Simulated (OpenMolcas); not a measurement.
# AlSnSiH7 (SMILES [SiH3][AlH][SnH3]), step by step

We compute a series of 9 runs (UHF/def2-SVP, CASSCF(2,2)/def2-SVP, CASPT2(2,2)/def2-SVP, CASPT2[IPEA 0](2,2)/def2-SVP, SC-NEVPT2(2,2)/def2-SVP, PC-NEVPT2(2,2)/def2-SVP, MC-PDFT[tPBE](2,2)/def2-SVP, MC-PDFT[ftPBE](2,2)/def2-SVP, and more) of AlSnSiH7. 

The calculation is run with OpenMolcas 26.06.

**1. The system as given**

The species is AlSnSiH7 (10 atoms), meant as a singlet with charge 0. SMILES: `[SiH3][AlH][SnH3]`. The Sn3–H10 distance was set to 3.084 Å, away from the relaxed value. At this shape a bond of the SMILES string is far longer than usual.

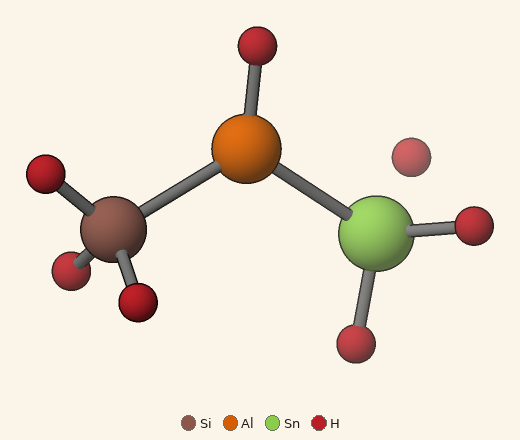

Viewed from a chosen angle; silicon brown, aluminium orange, tin green, hydrogen red.

**2. A single-point energy at UHF/def2-SVP (core potential) (run 1)**

mol.xyz

```xyz
10

Si    -2.269693     2.205168    -0.571550
Al     0.088807     1.554368    -0.355950
Sn     0.861707     0.044568     1.695450
H     -3.126593     0.985568    -0.640150
H     -2.567893     3.040768    -1.767950
H     -2.696593     2.968368     0.637350
H      1.181107     2.012768    -1.417250
H      2.065907     0.813968     2.640450
H     -0.413693    -0.353232     2.765650
H      2.081400    -2.629000     0.759800
```

step1.input

```
&GATEWAY
BASLIB = $CurrDir
COORD = mol.xyz
BASIS = def2-SVP
GROUP = NoSym
&SEWARD
&SCF
UHF
SCRAMBLE = 0.25
PRORBITALS = 1 2
```

The basis set def2-SVP is read from a file made from the Basis Set Exchange's data (not shown).

On the command line:

```console
export MOLCAS_MEM=1860
pymolcas step1.input > step1.log
```

Log:

```text
--- Start Module: gateway ---
[...]
--- Stop Module: gateway /rc=_RC_ALL_IS_WELL_ ---
--- Start Module: seward ---
[...]
      Basis functions           97
--- Stop Module: seward /rc=_RC_ALL_IS_WELL_ ---
[...]
--- Start Module: scf ---
[...]
       Convergence after  28 Iterations
[...]
::    Total SCF energy                               -747.9845656394
[...]
      Total spin, S                                     0.5607315684
[...]
      Total electronic charge=   56.000000
      Total            charge=   -0.000000
[...]
      Dipole Moment (debye):
      Origin of the operator (angstrom)=    0.2128    0.6369    0.9933
                   X=  1.2725E-01               Y=  3.0615E-01               Z= -6.0043E-01           Total=  6.8588E-01
      Quadrupole Moment (debye*angstrom):
[...]
--- Stop Module: scf /rc=_RC_ALL_IS_WELL_ ---
[...]
```

Run time: 11 s. Hardware: 1 thread of Intel Xeon 6975P-C (Granite Rapids), shared host; peak memory 0.54 GiB.

**3. The energy at CASSCF(2,2)/def2-SVP (core potential) (run 2)**

mol.xyz is that of step 2.

step2.inp

```
* AlH7SiSn CASSCF

&GATEWAY
  BasLib
  $CurrDir
  Coord
  mol.xyz
  Basis
  def2-SVP
  Group
  NoSym

&SEWARD

&RASSCF
  FileOrb
  $CurrDir/step1.UnaOrb
  Spin
  1
  Nactel
  2 0 0
  Inactive
  27
  Ras2
  2
  OrbListing
  NoCore
```

The basis set def2-SVP is read from a file made from the Basis Set Exchange's data (not shown).

On the command line:

```console
export MOLCAS_MEM=1860
pymolcas step2.inp > step2.log
```

Log:

```text
--- Start Module: gateway ---
[...]
--- Stop Module: gateway /rc=_RC_ALL_IS_WELL_ ---
--- Start Module: seward ---
[...]
      Basis functions           97
--- Stop Module: seward /rc=_RC_ALL_IS_WELL_ ---
[...]
--- Start Module: rasscf ---
[...]
      Number of active orbitals                  2
[...]
      Spin quantum number                      0.0
[...]
      Active orbitals                            2
[...]
      Number of CSFs                             3
[...]
      Number of root(s) required                 1
[...]
      Convergence after 13 iterations
[...]
      printout of CI-coefficients larger than  0.05 for root  1
      energy=    -747.996845
      conf/sym  11     Coeff  Weight
             1  20  -0.90929 0.82682
             3  02   0.41615 0.17318
      Natural orbitals and occupation numbers for root  1
      sym 1:   1.653633   0.346367
      ************************************************************************************************************************
      *                                                    Final results                                                     *
[...]
::    RASSCF root number  1 Total energy:   -747.99684462
[...]
      Total electronic charge=   56.000000
      Total            charge=   -0.000000
[...]
      Dipole Moment (debye):
      Origin of the operator (angstrom)=    0.2128    0.6369    0.9933
                   X= -2.9896E-01               Y=  1.1545E+00               Z= -5.4810E-01           Total=  1.3125E+00
      Quadrupole Moment (debye*angstrom):
[...]
--- Stop Module: rasscf /rc=_RC_ALL_IS_WELL_ ---
[...]
```

Wall time 8.4 s (1 thread of Intel Xeon 6975P-C (Granite Rapids), shared host); peak memory 0.54 GiB.

Runs 3 to 5 aren't shown in full; the table further down has their settings and results.

**4. The energy at PC-NEVPT2(2,2)/def2-SVP (core potential) (run 6)**

mol.xyz is that of step 3.

step6.input

```
&GATEWAY
  BasLib = $CurrDir
  Coord = mol.xyz
  Basis = def2-SVP
  Group = NoSym

&SEWARD

&RASSCF
  FileOrb = $CurrDir/step2.RasOrb
  Spin = 1
  Nactel = 2 0 0
  Inactive = 27
  Ras2 = 2
  OrbListing = NoCore

&CASPT2
  PC-NEVPT2
  Frozen = 14
```

The basis set def2-SVP is read from a file made from the Basis Set Exchange's data (not shown).

On the command line:

```console
export MOLCAS_MEM=1860
pymolcas step6.input > step6.log
```

Log:

```text
--- Start Module: gateway ---
[...]
--- Stop Module: gateway /rc=_RC_ALL_IS_WELL_ ---
[...]
      Basis functions           97
[...]
--- Start Module: rasscf ---
[...]
      Number of active orbitals                  2
[...]
      Spin quantum number                      0.0
[...]
      Active orbitals                            2
[...]
      Number of CSFs                             3
[...]
      Number of root(s) required                 1
[...]
      Convergence after  4 iterations
[...]
      printout of CI-coefficients larger than  0.05 for root  1
      energy=    -747.996845
      conf/sym  11     Coeff  Weight
             1  20  -0.90929 0.82682
             3  02   0.41615 0.17318
      Natural orbitals and occupation numbers for root  1
      sym 1:   1.653633   0.346367
      ************************************************************************************************************************
      *                                                    Final results                                                     *
[...]
::    RASSCF root number  1 Total energy:   -747.99684462
[...]
      Total electronic charge=   56.000000
      Total            charge=   -0.000000
[...]
      Dipole Moment (debye):
      Origin of the operator (angstrom)=    0.2128    0.6369    0.9933
                   X= -2.9895E-01               Y=  1.1545E+00               Z= -5.4810E-01           Total=  1.3125E+00
      Quadrupole Moment (debye*angstrom):
[...]
--- Stop Module: rasscf /rc=_RC_ALL_IS_WELL_ ---
[...]
--- Start Module: caspt2 ---
[...]
      E2 (Variational):          -0.2656128127
[...]
      E2 (Variational):          -0.2655879629
      Total energy:            -748.2624325803
[...]
      Reference weight:           0.88437
[...]
::    PC-NEVPT2 Root  1     Total energy:   -748.26245743
[...]
--- Stop Module: caspt2 /rc=_RC_ALL_IS_WELL_ ---
[...]
```

Run time: 6.3 s. Hardware: 1 thread of Intel Xeon 6975P-C (Granite Rapids), shared host; peak memory 0.54 GiB.

Runs 7 to 8 aren't shown in full; the table further down has their settings and results.

**5. A single-point energy at MRCI(2,2)/def2-SVP (core potential) (run 9)**

mol.xyz is that of step 4.

step9.input

```
* AlH7SiSn MRCI

&GATEWAY
 BasLib=$CurrDir
 Coord=mol.xyz
 Basis=def2-SVP
 Group=NoSym

&SEWARD

&RASSCF
 FileOrb=$CurrDir/step2.RasOrb
 Spin=1
 Nactel=2 0 0
 Inactive=27
 Ras2=2
 OrbListing=NoCore

&MOTRA
 LumOrb
 Frozen=14

&GUGA
 Electrons=28
 Spin=1
 Inactive=13
 Active=2
 CIAll=1

&MRCI
 SDCI
```

The basis set def2-SVP is read from a file made from the Basis Set Exchange's data (not shown).

On the command line:

```console
export MOLCAS_MEM=1860
pymolcas step9.input > step9.log
```

Log:

```text
--- Start Module: gateway ---
[...]
--- Stop Module: gateway /rc=_RC_ALL_IS_WELL_ ---
[...]
      Basis functions           97
[...]
      Number of active orbitals                  2
[...]
      Spin quantum number                      0.0
[...]
      Active orbitals                            2
[...]
      Number of CSFs                             3
[...]
      Number of root(s) required                 1
[...]
      Convergence after  4 iterations
[...]
      printout of CI-coefficients larger than  0.05 for root  1
      energy=    -747.996845
      conf/sym  11     Coeff  Weight
             1  20  -0.90929 0.82682
             3  02   0.41615 0.17318
      Natural orbitals and occupation numbers for root  1
      sym 1:   1.653633   0.346367
      ************************************************************************************************************************
      *                                                    Final results                                                     *
[...]
::    RASSCF root number  1 Total energy:   -747.99684462
[...]
      Dipole Moment (debye):
      Origin of the operator (angstrom)=    0.2128    0.6369    0.9933
                   X= -2.9895E-01               Y=  1.1545E+00               Z= -5.4810E-01           Total=  1.3125E+00
      Quadrupole Moment (debye*angstrom):
[...]
--- Start Module: guga ---
[...]
--- Stop Module: guga /rc=_RC_ALL_IS_WELL_ ---
[...]
       (But an ACPF correction will be computed)
       USE THE DEFAULT ACPF G-VALUE GFAC=   7.1428571428571425E-002
[...]
                      CI ENERGY:  -748.28053310
[...]
                ACPF CORRECTION:    -0.03963189
[...]
      Total electronic charge=   56.000000
      Total            charge=    0.000000
[...]
     ACPF CORRECTION:     -0.03963189
[...]
  CI State   1     Total energy:   -748.28053310     QDav:     -0.04314414     QACPF:     -0.03963189
[...]
```

Run time: 43 s. Hardware: 1 thread of Intel Xeon 6975P-C (Granite Rapids), shared host; peak memory 0.54 GiB.

**6. All runs side by side**

```
run                                          level  scramble           active rule  energy (Eh)  dipole moment (D) of the reference  wall time
  1                  UHF/def2-SVP (core potential)      0.25                     –  -747.984566                                0.69       11 s
  2          CASSCF(2,2)/def2-SVP (core potential)         –  uhf natural orbitals  -747.996845                                1.31      8.4 s
  3          CASPT2(2,2)/def2-SVP (core potential)         –  uhf natural orbitals  -748.263272                                1.31      6.6 s
  4  CASPT2[IPEA 0](2,2)/def2-SVP (core potential)         –  uhf natural orbitals  -748.264918                                1.31      6.6 s
  5       SC-NEVPT2(2,2)/def2-SVP (core potential)         –  uhf natural orbitals  -748.262433                                1.31      6.3 s
  6       PC-NEVPT2(2,2)/def2-SVP (core potential)         –  uhf natural orbitals  -748.262457                                1.31      6.3 s
  7   MC-PDFT[tPBE](2,2)/def2-SVP (core potential)         –  uhf natural orbitals  -749.773115                                1.31      6.3 s
  8  MC-PDFT[ftPBE](2,2)/def2-SVP (core potential)         –  uhf natural orbitals  -749.960463                                1.31      6.3 s
  9            MRCI(2,2)/def2-SVP (core potential)         –  uhf natural orbitals  -748.280533                                1.31       43 s
```

**7. Outcome**

| quantity | value |
| --- | --- |
| run 9, MRCI(2,2)/def2-SVP: total energy | -748.28053 Eh |
| run 9, MRCI(2,2)/def2-SVP: dipole moment (CASSCF density) | 1.31 D |

**Reading.** Below the UHF energy at the same shape and in the same basis (def2-SVP): CASSCF(2,2) -12.3 mEh; CASPT2(2,2) -278.7 mEh; CASPT2[IPEA 0](2,2) -280.4 mEh; SC-NEVPT2(2,2) -277.9 mEh; PC-NEVPT2(2,2) -277.9 mEh; MRCI(2,2) -296.0 mEh. Active-space methods hold only the correlation inside their space unless a perturbation or CI step follows. Spin contamination of the reference: run 1 ⟨S²⟩ = 0.88. Where it is this large, the reference is a mixture of spin states, and values that rest on it are in doubt. All runs together took 1.7 min, the longest 43 s.
